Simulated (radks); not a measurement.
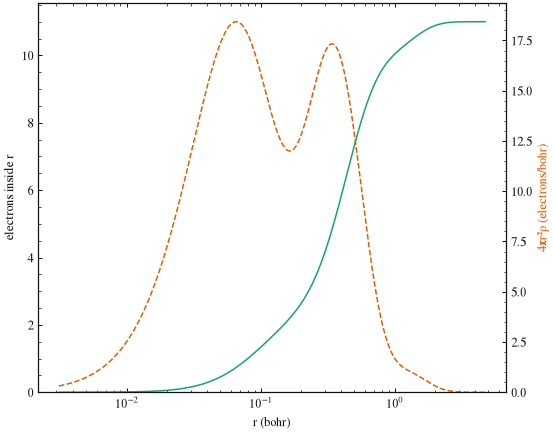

S⁵⁺ (Z = 16, 11 electrons) in the configuration [Ne] 3s1 (high spin). The calculation used the in-house radial solver radks at this level: scalar-relativistic Kohn-Sham, LB94 model potential, spin-polarised, spherical densities, finite nucleus.

```
Z 16
configuration [Ne] 3s1 3p0 4s0 3d0 4f0
relativity scalar-relativistic
functional lda,pw
spin polarised
nucleus finite rms 3.2611 fm
c 137.035999084
```

The plot shows the number of electrons inside radius r (solid) and the radial density 4πr²ρ (dashed).

What does the plot show?

Answer. The count levels off at 11 electrons. Half of them lie within 0.380 bohr, 90 % within 0.926 bohr and 99 % within 2.01 bohr. The radial density has a minimum at 0.165 bohr, where the count stands at 2.2; this parts the shells that the density resolves.
